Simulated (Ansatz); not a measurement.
# CH₃Ga (triplet): the correlation ladder, cc-pVDZ

How much of the correlation energy of CH₃Ga (triplet) does each wave-function method recover here?

Method: cc-pVDZ, core rule «outside noble gas», up to 15 orbitals frozen; program: Ansatz 0.2.0, Gaussian basis.

To be run: UHF; CCSD(T) on ROHF; CCSD(T) on UHF; BCCD(T) on ROHF; CISD; CCSDT(Q) on ROHF; CCSDT(Q) on UHF; CASSCF and NEVPT2, 10 electrons in 11 orbitals.

27 further runs of the same task are left out: 1 for a known fault of the program, 11 that didn't finish, 15 set aside as unsound or not needed.

**1. The system**

The geometry is a PBE0/def2-TZVP stationary point (not a proven minimum). No spin-orbit coupling is included. The filled d shell of Ga may be among the frozen orbitals whatever the setting's name suggests; the logs give the count.

5 atoms, charge 0, spin multiplicity 3.

Atoms are counted from 1 here; the program's logs count them from 0.

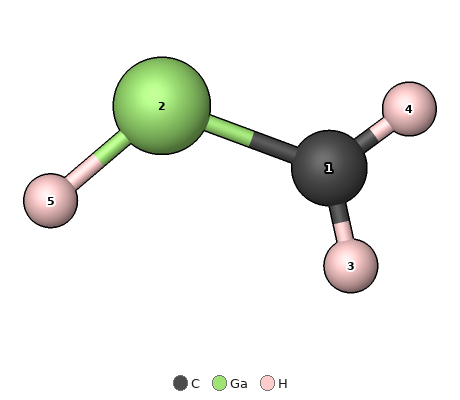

The structure; carbon dark grey, gallium green, hydrogen pink; atoms are numbered from 1 in the order of the file.

In the tables R marks a restricted open-shell determinant and U an unrestricted one; 'valence' is the active space of 10 electrons in 11 orbitals; energies count from the table's Hartree-Fock row.

**2. UHF**

in.yaml

```yaml
crystal:
  periodic: [false, false, false]
  atoms:
    - {symbol: C, position_ang: [0.000000, 0.082980, 1.625733]}
    - {symbol: Ga, position_ang: [0.000000, -0.036718, -0.326926]}
    - {symbol: H, position_ang: [0.000000, 1.033629, 2.158538]}
    - {symbol: H, position_ang: [0.000000, -0.785147, 2.279606]}
    - {symbol: H, position_ang: [0.000000, 1.302631, -1.195794]}
basis:
  gaussian: {orbitals: cc-pVDZ}
magnetization: {spin_polarized: true, initial_magnetization: 2}
hamiltonian: {xc: hf}
output: {orbitals: {seedname: orbitals}}
```

The run is started by

```sh
> ansatz run in.yaml --threads 1 --pin off --events-out ev --progress --plain --max-ram 2393MiB
```

The program printed:

```text
Functional definition: HF
  name "HF"
  cite "Fock, Z. Phys. 61, 126 (1930) doi:10.1007/BF01340294"
  parent pbe
  exchange = exact_x
  correlation = 0
584 factors; integrals over basis functions are off by at most 1.2e-3 eV
mean field evaluation 1: about -53407.7227 eV, gradient 1.2e1 eV
mean field evaluation 2: about -53407.7467 eV, gradient 1.2e1 eV
mean field evaluation 4: about -53409.0596 eV, gradient 1.8e0 eV
mean field evaluation 8: about -53409.1160 eV, gradient 2.1e-1 eV
mean field evaluation 16: about -53399.0815 eV, gradient 7.0e0 eV
mean field -53409.11751591 eV, -1962.7488667096 hartree, gradient 2.5e-5 eV, S^2 2.013587; 1 other end points of the search recorded, 0 dependent functions left out
reference -53409.11751591 eV, -1962.7488667096 hartree; 21, 19 occupied and 35, 37 virtual orbitals, 584 factors
Total energy: -53409.11751591 eV, -1962.7488667096 hartree
```

Run time: 0.93 s. Hardware: 1 thread of Arm Neoverse V2, shared host.

From the report: ⟨S²⟩ of the determinant 2.014 (pure triplet: 2.00).

**3. CCSD(T) on ROHF**

Changes to in.yaml since step 2:

```diff
@@ -10,4 +10,4 @@
   gaussian: {orbitals: cc-pVDZ}
-magnetization: {spin_polarized: true, initial_magnetization: 2}
-hamiltonian: {xc: hf}
-output: {orbitals: {seedname: orbitals}}
+magnetization: {spin_polarized: false, initial_magnetization: 2}
+correlation: {method: ccsd_t, electrons: outside_noble_gas}
+output: {forces: true}
```

The command is unchanged.

The program printed (excerpt; [...] marks lines left out):

```text
Functional definition: HF
  name "HF"
  cite "Fock, Z. Phys. 61, 126 (1930) doi:10.1007/BF01340294"
  parent pbe
[...]
584 factors; integrals over basis functions are off by at most 1.2e-3 eV
[...]
mean field -53408.99048110 eV, -1962.7441982664 hartree, gradient 6.9e-6 eV, S^2 2.000000; 1 other end points of the search recorded, 0 dependent functions left out
determinant -53408.99048110 eV, -1962.7441982664 hartree, with singles and doubles -53414.43449021 eV, -1962.9442619112 hartree
determinant -53406.19412592 eV, -1962.6414341088 hartree, with singles and doubles -53411.90087515 eV, -1962.8511532749 hartree
15 core orbitals not correlated: weight in the atoms' cores, before any rotation towards them, 0.996 or more for the frozen orbitals, at most 0.005 for the correlated occupied ones
reference -53408.99048110 eV, -1962.7441982664 hartree; 6, 4 occupied and 35, 37 virtual orbitals, 584 factors
second order -4.53129284 eV of doubles, -0.06946205 eV of singles
cycle   1  -5.44403828 eV  change   -2.9e-5 eV  update   3.9e-4
[...]
cycle   8  -5.44406301 eV  change    1.7e-6 eV  update   6.7e-7
perturbative correction -0.13040612 eV, -0.0047923367 hartree
[...]
Total energy: -53414.56495023 eV, -1962.9490562284 hartree
Atom 0 at     0.000000     0.082980     1.625733 Å, force     0.000000     0.023500    -0.170697 eV/Å
Atom 1 at     0.000000    -0.036718    -0.326926 Å, force     0.000000    -0.183565    -0.403538 eV/Å
Atom 2 at     0.000000     1.033629     2.158538 Å, force    -0.000000     0.466090     0.291957 eV/Å
Atom 3 at     0.000000    -0.785147     2.279606 Å, force     0.000000    -0.448342     0.363098 eV/Å
Atom 4 at     0.000000     1.302631    -1.195794 Å, force    -0.000000     0.142317    -0.080819 eV/Å
Dipole moment:     0.000000    -0.033024     0.176556 e Å
```

It took 4.8 s on 1 thread of Arm Neoverse V2, shared host.

From the report: correlation -5.5745 eV; T1 0.019; largest double amplitude 0.03.

**4. CCSD(T) on UHF**

Changes to in.yaml since step 3:

```diff
@@ -10,3 +10,3 @@
   gaussian: {orbitals: cc-pVDZ}
-magnetization: {spin_polarized: false, initial_magnetization: 2}
+magnetization: {spin_polarized: true, initial_magnetization: 2}
 correlation: {method: ccsd_t, electrons: outside_noble_gas}
```

The command is unchanged.

The program printed (excerpt; [...] marks lines left out):

```text
Functional definition: HF
  name "HF"
  cite "Fock, Z. Phys. 61, 126 (1930) doi:10.1007/BF01340294"
  parent pbe
[...]
584 factors; integrals over basis functions are off by at most 1.2e-3 eV
[...]
mean field -53409.11751591 eV, -1962.7488667096 hartree, gradient 5.6e-6 eV, S^2 2.013587; 1 other end points of the search recorded, 0 dependent functions left out
determinant -53409.11751591 eV, -1962.7488667096 hartree, with singles and doubles -53414.44425835 eV, -1962.9446208835 hartree
determinant -53406.45822866 eV, -1962.6511397057 hartree, with singles and doubles -53411.90379940 eV, -1962.8512607392 hartree
15 core orbitals not correlated: weight in the atoms' cores, before any rotation towards them, 0.995 or more for the frozen orbitals, at most 0.005 for the correlated occupied ones
reference -53409.11751591 eV, -1962.7488667096 hartree; 6, 4 occupied and 35, 37 virtual orbitals, 584 factors
second order -4.47194004 eV of doubles, -0.00000000 eV of singles
cycle   1  -5.32673979 eV  change    2.6e-6 eV  update   4.7e-4
[...]
cycle   8  -5.32676084 eV  change    1.8e-6 eV  update   7.6e-7
perturbative correction -0.12757860 eV, -0.0046884270 hartree
[...]
Total energy: -53414.57185535 eV, -1962.9493099869 hartree
Atom 0 at     0.000000     0.082980     1.625733 Å, force    -0.000000     0.025789    -0.174619 eV/Å
Atom 1 at     0.000000    -0.036718    -0.326926 Å, force    -0.000000    -0.185143    -0.401196 eV/Å
Atom 2 at     0.000000     1.033629     2.158538 Å, force     0.000000     0.464837     0.291991 eV/Å
Atom 3 at     0.000000    -0.785147     2.279606 Å, force    -0.000000    -0.447887     0.362700 eV/Å
Atom 4 at     0.000000     1.302631    -1.195794 Å, force     0.000000     0.142404    -0.078875 eV/Å
Dipole moment:     0.000000    -0.034129     0.176207 e Å
```

Wall time 5 s (1 thread of Arm Neoverse V2, shared host).

From the report: ⟨S²⟩ of the determinant 2.014 (pure triplet: 2.00); correlation -5.4543 eV; T1 0.015; largest double amplitude 0.03.

**5. BCCD(T) on ROHF**

Changes to in.yaml since step 4:

```diff
@@ -10,4 +10,3 @@
   gaussian: {orbitals: cc-pVDZ}
-magnetization: {spin_polarized: true, initial_magnetization: 2}
-correlation: {method: ccsd_t, electrons: outside_noble_gas}
-output: {forces: true}
+magnetization: {spin_polarized: false, initial_magnetization: 2}
+correlation: {method: bccd_t, electrons: outside_noble_gas}
```

Same command.

The program printed (excerpt; [...] marks lines left out):

```text
Functional definition: HF
  name "HF"
  cite "Fock, Z. Phys. 61, 126 (1930) doi:10.1007/BF01340294"
  parent pbe
[...]
584 factors; integrals over basis functions are off by at most 1.2e-3 eV
[...]
mean field -53408.99048110 eV, -1962.7441982664 hartree, gradient 6.9e-6 eV, S^2 2.000000; 1 other end points of the search recorded, 0 dependent functions left out
determinant -53408.99048110 eV, -1962.7441982664 hartree, with singles and doubles -53414.43449021 eV, -1962.9442619112 hartree
determinant -53406.19412592 eV, -1962.6414341088 hartree, with singles and doubles -53411.90087515 eV, -1962.8511532749 hartree
15 core orbitals not correlated: weight in the atoms' cores, before any rotation towards them, 0.996 or more for the frozen orbitals, at most 0.005 for the correlated occupied ones
reference -53408.99048110 eV, -1962.7441982664 hartree; 6, 4 occupied and 35, 37 virtual orbitals, 584 factors
second order -4.53129284 eV of doubles, -0.06946205 eV of singles
cycle   1  -5.44143664 eV  change    2.6e-3 eV  update   3.7e-3
[...]
cycle   8  -5.44047845 eV  change   -7.1e-7 eV  update   3.9e-6
perturbative correction -0.13404406 eV, -0.0049260283 hartree
Total energy: -53414.56500360 eV, -1962.9490581899 hartree
```

Run time: 2.6 s. Hardware: 1 thread of Arm Neoverse V2, shared host.

From the report: correlation -5.5745 eV; largest double amplitude 0.03.

**6. CISD**

Changes to in.yaml since step 5:

```diff
@@ -11,2 +11,2 @@
 magnetization: {spin_polarized: false, initial_magnetization: 2}
-correlation: {method: bccd_t, electrons: outside_noble_gas}
+correlation: {active_space: {ras: {orbitals: [4, 2, 35], electrons: 10, max_holes: 2, max_particles: 2}, fixed_orbitals: true}}
```

Same command.

The program printed:

```text
Functional definition: HF
  name "HF"
  cite "Fock, Z. Phys. 61, 126 (1930) doi:10.1007/BF01340294"
  parent pbe
  exchange = exact_x
  correlation = 0
584 factors; integrals over basis functions are off by at most 1.2e-3 eV
mean field evaluation 1: about -53407.8132 eV, gradient 1.4e1 eV
mean field evaluation 2: about -53407.8358 eV, gradient 1.4e1 eV
mean field evaluation 4: about -53408.9547 eV, gradient 2.3e0 eV
mean field evaluation 8: about -53408.9905 eV, gradient 9.0e-4 eV
mean field -53408.99048110 eV, -1962.7441982664 hartree, gradient 6.9e-6 eV, S^2 2.000000; 0 other end points of the search recorded, 0 dependent functions left out
reference -53408.99048110 eV, -1962.7441982664 hartree; 21, 19 occupied and 35, 37 virtual orbitals, 584 factors
state -53414.09175372 eV, -1962.9316665774 hartree
Total energy: -53414.09175372 eV, -1962.9316665774 hartree
```

Run time: 2 s. Hardware: 1 thread of Arm Neoverse V2, shared host.

From the report: 90,660 determinants.

**7. CCSDT(Q) on ROHF**

Changes to in.yaml since step 6:

```diff
@@ -11,2 +11,2 @@
 magnetization: {spin_polarized: false, initial_magnetization: 2}
-correlation: {active_space: {ras: {orbitals: [4, 2, 35], electrons: 10, max_holes: 2, max_particles: 2}, fixed_orbitals: true}}
+correlation: {method: ccsdt_q, electrons: outside_noble_gas}
```

Same command.

The program printed (excerpt; [...] marks lines left out):

```text
Functional definition: HF
  name "HF"
  cite "Fock, Z. Phys. 61, 126 (1930) doi:10.1007/BF01340294"
  parent pbe
[...]
1093 factors; integrals over basis functions are off by at most 1.7e-7 eV
[...]
mean field -53408.99062250 eV, -1962.7442034627 hartree, gradient 8.1e-6 eV, S^2 2.000000; 1 other end points of the search recorded, 0 dependent functions left out
determinant -53408.99062250 eV, -1962.7442034627 hartree, with singles and doubles -53414.43463553 eV, -1962.9442672517 hartree
determinant -53406.19427339 eV, -1962.6414395285 hartree, with singles and doubles -53411.90102533 eV, -1962.8511587940 hartree
15 core orbitals not correlated: weight in the atoms' cores, before any rotation towards them, 0.996 or more for the frozen orbitals, at most 0.005 for the correlated occupied ones
reference -53408.99062250 eV, -1962.7442034627 hartree; 6, 4 occupied and 35, 37 virtual orbitals, 1093 factors
second order -4.53132271 eV of doubles, -0.06946201 eV of singles
cycle   1  -5.20520553 eV  change   -6.0e-1 eV  update   6.6e-2
[...]
cycle  16  -5.59811739 eV  change    4.8e-7 eV  update   2.8e-7
perturbative correction -0.00717470 eV, -0.0002636653 hartree
Total energy: -53414.59591458 eV, -1962.9501941474 hartree
```

It took 24 s on 1 thread of Arm Neoverse V2, shared host; peak memory 0.44 GiB.

From the report: correlation -5.6053 eV; T1 0.019; largest double amplitude 0.04.

**8. CCSDT(Q) on UHF**

Changes to in.yaml since step 7:

```diff
@@ -10,3 +10,3 @@
   gaussian: {orbitals: cc-pVDZ}
-magnetization: {spin_polarized: false, initial_magnetization: 2}
+magnetization: {spin_polarized: true, initial_magnetization: 2}
 correlation: {method: ccsdt_q, electrons: outside_noble_gas}
```

Launched as before.

The program printed (excerpt; [...] marks lines left out):

```text
Functional definition: HF
  name "HF"
  cite "Fock, Z. Phys. 61, 126 (1930) doi:10.1007/BF01340294"
  parent pbe
[...]
1093 factors; integrals over basis functions are off by at most 1.7e-7 eV
[...]
mean field -53409.11765732 eV, -1962.7488719062 hartree, gradient 5.9e-6 eV, S^2 2.013587; 1 other end points of the search recorded, 0 dependent functions left out
determinant -53409.11765732 eV, -1962.7488719062 hartree, with singles and doubles -53414.44440408 eV, -1962.9446262393 hartree
determinant -53406.45837645 eV, -1962.6511451369 hartree, with singles and doubles -53411.90394954 eV, -1962.8512662567 hartree
15 core orbitals not correlated: weight in the atoms' cores, before any rotation towards them, 0.995 or more for the frozen orbitals, at most 0.005 for the correlated occupied ones
reference -53409.11765732 eV, -1962.7488719062 hartree; 6, 4 occupied and 35, 37 virtual orbitals, 1093 factors
second order -4.47196938 eV of doubles, -0.00000000 eV of singles
cycle   1  -5.07836816 eV  change   -6.1e-1 eV  update   6.6e-2
[...]
cycle  15  -5.47842943 eV  change    6.5e-7 eV  update   6.8e-7
perturbative correction -0.00733757 eV, -0.0002696507 hartree
Total energy: -53414.60342431 eV, -1962.9504701248 hartree
```

Run time: 21 s. Hardware: 1 thread of Arm Neoverse V2, shared host; peak memory 0.36 GiB.

From the report: ⟨S²⟩ of the determinant 2.014 (pure triplet: 2.00); correlation -5.4858 eV; T1 0.016; largest double amplitude 0.04.

**9. CASSCF and NEVPT2, 10 electrons in 11 orbitals**

Changes to in.yaml since step 8:

```diff
@@ -10,3 +10,3 @@
   gaussian: {orbitals: cc-pVDZ}
-magnetization: {spin_polarized: true, initial_magnetization: 2}
-correlation: {method: ccsdt_q, electrons: outside_noble_gas}
+magnetization: {spin_polarized: false, initial_magnetization: 2}
+correlation: {method: sc_nevpt2, electrons: outside_noble_gas, active_space: {window: {electrons: 10, orbitals: 11}, shells: [{species: C, l: s, shell: 2}, {species: C, l: p, shell: 2}, {species: Ga, l: s, shell: 4}, {species: Ga, l: p, shell: 4}, {species: H, l: s, shell: 1}]}}
```

Same command.

The program printed:

```text
Functional definition: HF
  name "HF"
  cite "Fock, Z. Phys. 61, 126 (1930) doi:10.1007/BF01340294"
  parent pbe
  exchange = exact_x
  correlation = 0
1093 factors; integrals over basis functions are off by at most 1.7e-7 eV
mean field evaluation 1: about -53407.8104 eV, gradient 1.4e1 eV
mean field evaluation 2: about -53407.8357 eV, gradient 1.4e1 eV
mean field evaluation 4: about -53408.9545 eV, gradient 2.3e0 eV
mean field evaluation 8: about -53408.9906 eV, gradient 9.1e-4 eV
mean field -53408.99062250 eV, -1962.7442034627 hartree, gradient 8.1e-6 eV, S^2 2.000000; 0 other end points of the search recorded, 0 dependent functions left out
reference -53408.99062250 eV, -1962.7442034627 hartree; 21, 19 occupied and 35, 37 virtual orbitals, 1093 factors
state -53411.46063525 eV, -1962.8349747573 hartree
state -53411.46063525 eV, -1962.8349747573 hartree; corrected -53413.73934277 eV, -1962.9187157139 hartree
Total energy: -53413.73934277 eV, -1962.9187157139 hartree
Checks for a lower state left out: starts, orbital_swaps
```

Run time: 13 s. Hardware: 1 thread of Arm Neoverse V2, shared host.

From the report: 105,840 determinants; active occupations 1.98, 1.98, 1.98, 1.97, 1.00, 0.99, 0.03, 0.02, 0.02, 0.02, 0.01.

**10. How many determinants matter**

Natural occupations of the CASSCF valence state about the gap (report; correlated orbitals 1 to 10): 1.981, 1.979, 1.976, 1.967, 1.002, 0.990, 0.028, 0.022, 0.022, 0.019. The count of effectively unpaired electrons, Σ n²(2 − n)², is 2.02; a single determinant of this spin has 2.

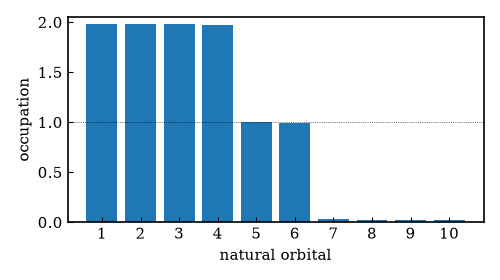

Natural occupations of the CASSCF valence state.

**11. The ladder**

The yardstick is UCCSDT(Q), where the cluster series has nearly closed. Rows without a time come out of other runs: HF, MP2 and CCSD of CCSD(T), CCSDT of CCSDT(Q), CASSCF and MRCISD of the multireference runs. The times of RCCSD(T), UCCSD(T) include forces.

Differences are taken before rounding.

```
        method  energy from the lowest RHF (kcal/mol)  from UCCSDT(Q) (kcal/mol)   time
           RHF                                   0.00                    +129.44       
           UHF                                  -2.93                    +126.51       
          RMP2                                -106.10                     +23.34       
          UMP2                                -106.05                     +23.38       
         RCCSD                                -125.54                      +3.89       
         UCCSD                                -125.77                      +3.67       
      RCCSD(T)                                -128.55                      +0.89  4.8 s
      UCCSD(T)                                -128.71                      +0.73    5 s
       BCCD(T)                                -128.55                      +0.89  2.6 s
        RCCSDT                                -129.10                      +0.34       
        UCCSDT                                -129.27                      +0.17       
     RCCSDT(Q)                                -129.26                      +0.17   24 s
     UCCSDT(Q)                                -129.44                          0   21 s
CASSCF valence                                 -56.96                     +72.47       
NEVPT2 valence                                -109.51                     +19.93   13 s
```

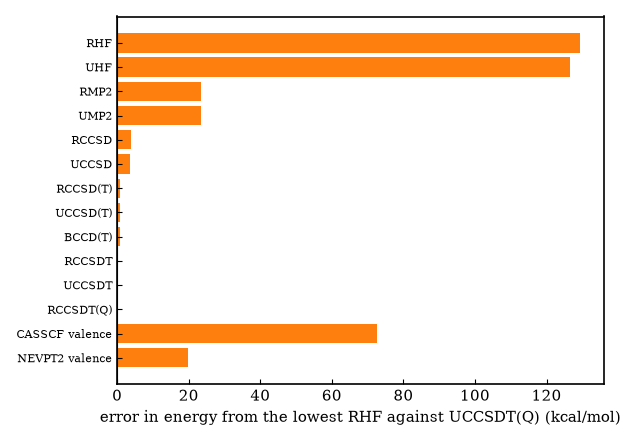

Deviations from UCCSDT(Q), method by method.

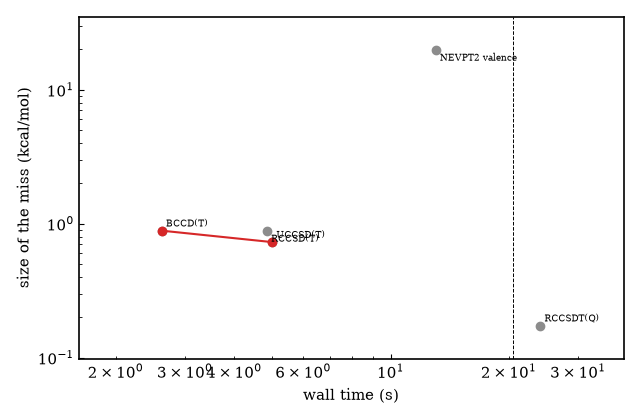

Miss against cost. Red marks the levels that no quicker level drawn beats (of those quicker than the yardstick), and the dashed line is the time of UCCSDT(Q). Times are from a shared host.

Not comparable, so not listed: CISD (they don't share determinant, frozen orbitals or solution with the rows shown, or repeat one).

With the free atoms at the same levels and basis (separate runs), the atomisation energy is 12.393 eV at UCCSDT(Q), 12.374 eV at RCCSD(T), 12.377 eV at UCCSD(T), 10.194 eV at RHF.

**12. Summary of results**

| quantity | value |
| --- | --- |
| UCCSDT(Q) below the RHF energy | -5.6129 eV |
| RMP2 from UCCSDT(Q) | +23.34 kcal/mol |
| UMP2 from UCCSDT(Q) | +23.38 kcal/mol |
| RCCSD from UCCSDT(Q) | +3.89 kcal/mol |
| RCCSD(T) from UCCSDT(Q) | +0.89 kcal/mol |
| UCCSD(T) from UCCSDT(Q) | +0.73 kcal/mol |
| RCCSDT(Q) from UCCSDT(Q) | +0.17 kcal/mol |
| NEVPT2 valence from UCCSDT(Q) | +19.93 kcal/mol |
| levels within 1 kcal/mol (43 meV) | RCCSD(T), UCCSD(T), BCCD(T), RCCSDT, UCCSDT, RCCSDT(Q) |
| T1 diagnostic | 0.019 |
| effectively unpaired electrons | 2.02 |

In words: RCCSD(T) lands +0.89 kcal/mol from the yardstick (0.7 % of the correlation energy). One determinant dominates. These misses are within one basis, not against nature; the frozen cores of restricted and unrestricted runs differ, which can shift their rows.

UCCSD(T) reaches 0.73 kcal/mol from the reference in 5 s, where UCCSDT(Q) took 21 s; the quickest level in the cost chart, BCCD(T), takes 2.6 s and misses by 0.89 kcal/mol.
